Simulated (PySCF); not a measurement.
# CH5ClGeS: excited-state calculation

System: CH5ClGeS, SMILES C[S][GeH2][Cl].
Method: TDDFT B3LYP/def2-SVPD, vertical, gas phase, core orbitals frozen in the response (PySCF 2.14.0).

The geometry comes from this level: PBE0-D3(BJ)/def2-SVP. It belongs to a series of runs on one base structure; here: H on Ge replaced by Cl.

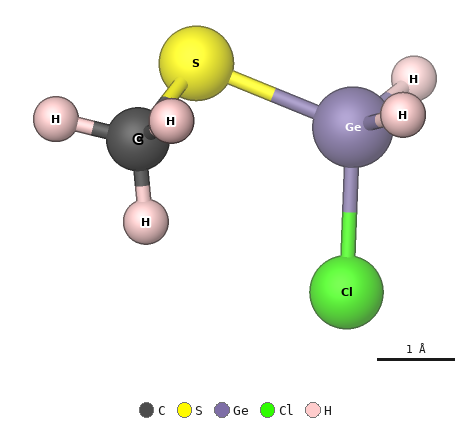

The structure as given in the input (ball-and-stick view, seen at a tilt). Sticks mark near contacts.

### Results in brief

- outcome: converged
- total energy: −2976.101670 hartree
- HOMO: −7.03 eV
- LUMO: −1.05 eV
- dipole moment: 1.71 D
- mean polarisability: 80.32 a.u.
- vertical ionisation energy: 9.34 eV
- lowest singlet excitation: 4.95 eV
- hardware: 1 CPU thread, shared host
- wall time: 37 s
- peak memory: 0.71 GiB

### Notes

Spin–orbit coupling is left out, which matters for the heavy atoms.

### The input
```
{"job": {"kind": "uv", "xc": "B3LYP", "basis": "def2-SVPD", "ip": true, "dynamic": false}, "charge": 0, "multiplicity": 1}
C     -1.447012    -0.324385    -0.328723
S     -0.129219    -0.934340    -1.429001
Ge     1.572690    -0.839152    -0.036931
Cl     1.145723    -2.053509     1.712989
H     -1.512937    -0.942238     0.577296
H     -2.386632    -0.411463    -0.890550
H     -1.291553     0.729083    -0.056276
H      1.789816     0.578741     0.513429
H      2.792628    -1.429889    -0.750859
```

The first line tells a small driver script what to run in PySCF; the rest is the geometry in Å.

Launched with:
```bash
OMP_NUM_THREADS=1 python <driver script> task.json out
```

### Output
```
coarse grid: 37592 points
cycle   1  E = -2976.0481845001  dE = -4.572e-01  |g| = 5.425e-01  |ddm| = 3.409e+00
cycle   2  E = -2975.9980723955  dE =  5.011e-02  |g| = 7.404e-01  |ddm| = 1.457e+00
cycle   3  E = -2976.1009340887  dE = -1.029e-01  |g| = 4.613e-02  |ddm| = 8.857e-01
cycle   4  E = -2976.1015899486  dE = -6.559e-04  |g| = 1.652e-02  |ddm| = 9.486e-02
cycle   5  E = -2976.1016798682  dE = -8.992e-05  |g| = 3.858e-03  |ddm| = 2.681e-02
cycle   6  E = -2976.1016836327  dE = -3.764e-06  |g| = 1.013e-03  |ddm| = 5.355e-03
final grid: 74600 points
cycle   7  E = -2976.1016694454  dE =  2.044e-07  |g| = 1.393e-03  |ddm| = 4.281e-03
cycle   8  E = -2976.1016689079  dE =  5.374e-07  |g| = 1.985e-03  |ddm| = 3.971e-03
cycle   9  E = -2976.1016699824  dE = -1.074e-06  |g| = 8.033e-05  |ddm| = 2.307e-03
cycle  10  E = -2976.1016699839  dE = -1.564e-09  |g| = 1.321e-05  |ddm| = 1.127e-04
cycle  11  E = -2976.1016699840  dE = -4.547e-11  |g| = 3.083e-06  |ddm| = 2.153e-05
```

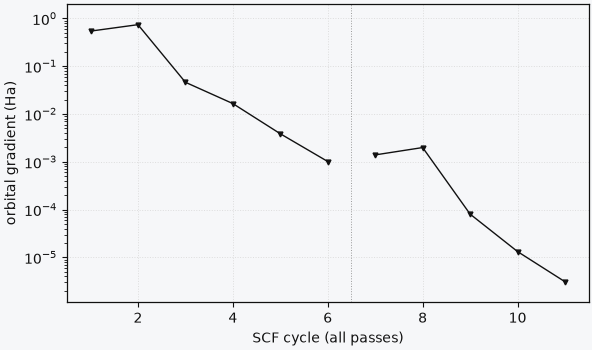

Convergence of the self-consistent field: orbital gradient against the SCF cycle. The dotted line marks the change from a coarse to the final integration grid. The first 6 cycles use a coarse grid, the final grid takes over at cycle 7, and the field converges after 11 cycles in all.

```
converged SCF energy = -2976.1016699840

Static polarisability (au): isotropic 80.319, principal 68.336 79.605 93.016

Singlet excitations
state   eV       nm        f      main configurations
  1   4.9512    250.4   0.01187   H->L 0.96
  2   5.8219    213.0   0.01359   H->L+1 0.91
  3   6.0640    204.5   0.00203   H->L+2 0.90
  4   6.2261    199.1   0.00915   H->L+3 0.74, H-1->L 0.19
  5   6.4648    191.8   0.05686   H-1->L 0.58, H-2->L 0.15, H->L+3 0.12
  6   6.5166    190.3   0.03217   H-2->L 0.82, H-1->L 0.10
  7   7.0376    176.2   0.00441   H->L+4 0.48, H->L+5 0.46
  8   7.1281    173.9   0.02547   H->L+4 0.47, H->L+5 0.45
  9   7.2213    171.7   0.01293   H-1->L+1 0.51, H-3->L 0.45
 10   7.3631    168.4   0.04994   H-2->L+1 0.51, H-3->L 0.19, H-1->L+1 0.14

Triplet excitations (Tamm-Dancoff, eV): 4.5801 5.3581 5.6785 5.7984
Vertical ionisation energy (delta-SCF) = 9.3417 eV
```

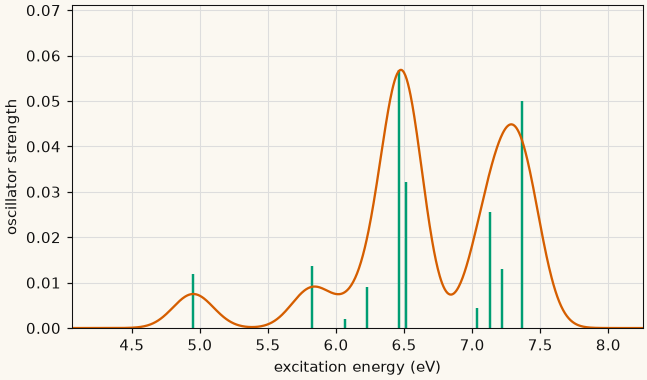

Computed excitations as sticks (degenerate states added up, dark ones marked on the axis), with a Gaussian envelope of 0.35 eV full width at half maximum, scaled to the tallest. Of the 10 states the lowest lies at 4.95 eV (f = 0.012); the strongest line is at 6.46 eV, or 192 nm (f = 0.057).

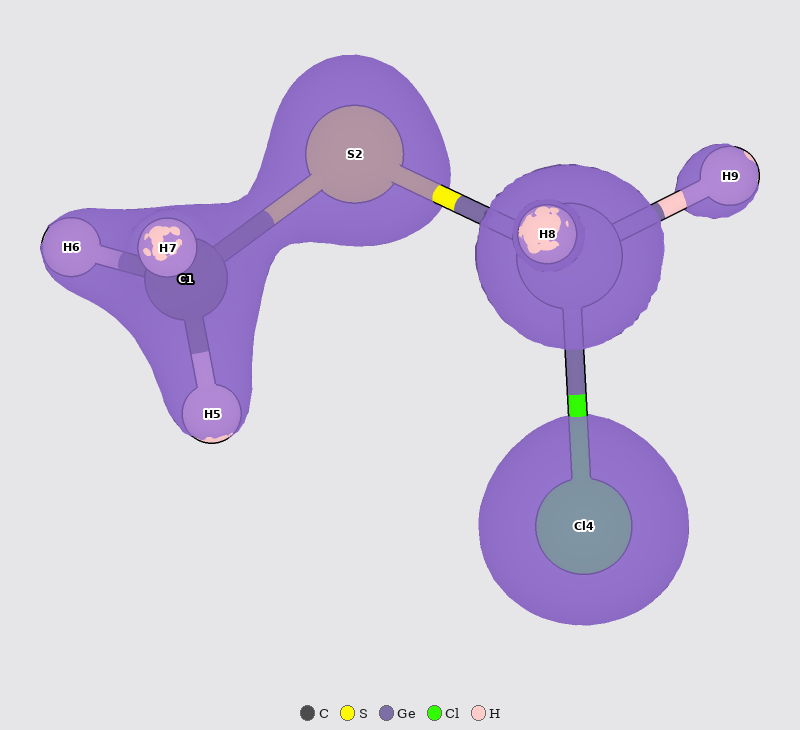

Isosurface of the total electron density at 1 e/Å³ (purple), seen face on. At this value the surface falls into five separate pieces. It is pinched off along the Ge–Cl (2.17 Å) and Ge–S (2.20 Å) contacts. On the grid the lowest density along these lines, outside the cores, is 1.2 e/Å³ (C–S, 1.82 Å), 0.64 e/Å³ (Ge–Cl, 2.17 Å), 0.71 e/Å³ (Ge–S, 2.20 Å) and 1.8 e/Å³ (C–H, 1.10 Å).

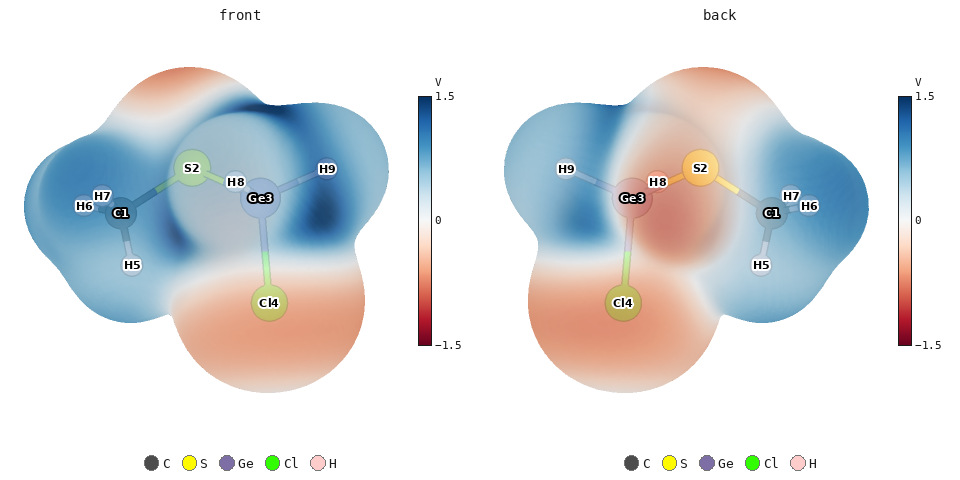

The electrostatic potential painted on the density surface at 0.002 e/bohr³, seen at a tilt and from behind; red is negative and blue positive.

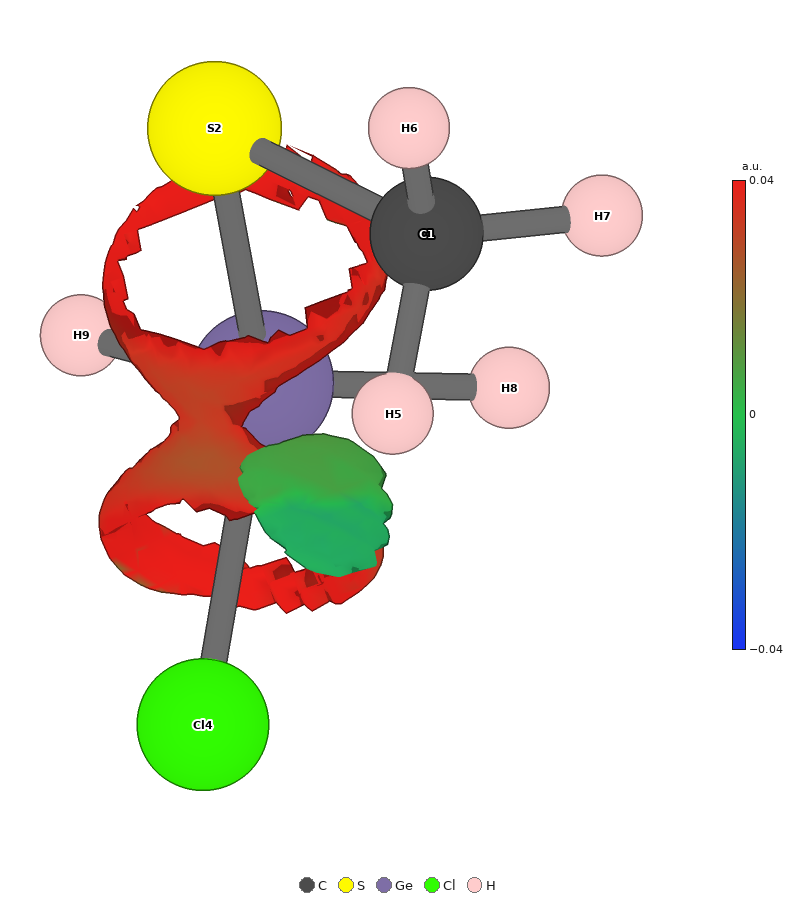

Non-covalent interaction (NCI) plot: the surface where the reduced density gradient is 0.6, for densities under 0.05 a.u., coloured by sign(λ₂)ρ; seen at an oblique angle. Between H5 and C1 on one side and Cl4 and Ge3 on the other: a weak, van der Waals-like contact (green); between Ge3 on one side and C1 on the other: a weak, van der Waals-like contact (green).
